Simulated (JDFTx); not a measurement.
```json
{
 "surface": "Ru(0001)",
 "bulk": "Ru, P6_3/mmc, lattice of mp-33 (not re-optimised)",
 "slab": "4 atoms in 4 planes, 1x1, 6.3 Å between the outermost planes",
 "in-plane cell": "2.708 × 2.708 Å, 6.35 Å²",
 "cell_height": "22.4 Å",
 "sampling": "10×10×1 k mesh, Fermi smearing 0.01 Ha, no spin polarisation"
}
```

Computed with a modified build of JDFTx: PBE, GBRV ultrasoft potentials, plane waves to 20/100 Ha. Liquid on both sides: CANDLE, water, 1 M NaCl; nuclei fixed, outer atoms relaxed in vacuum. The electron chemical potential μ is absolute (zero in the bulk liquid) and is turned into a potential by U = −μ/e − 4.44 V vs SHE, a convention. The model has bare, unreconstructed faces and no explicit solvent. At negative charge CANDLE's numbers also depend on the cell height, by up to tenths of a volt. Convergence in thickness and k mesh wasn't tested for this slab.

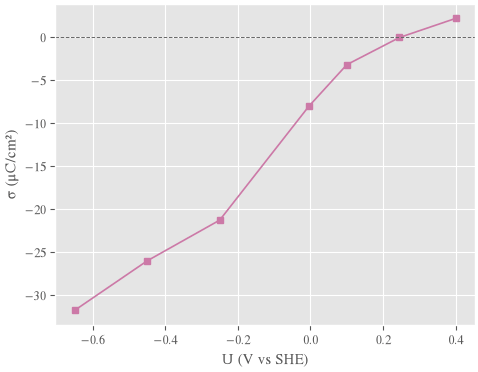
Figure: Surface charge density of Ru(0001) against potential

Read off the potential of zero charge and the mean capacitance σ/(U − U_pzc) at the computed point just above it.

U_pzc ≈ 0.25 V. At 0.40 V it is about 14 μF/cm².
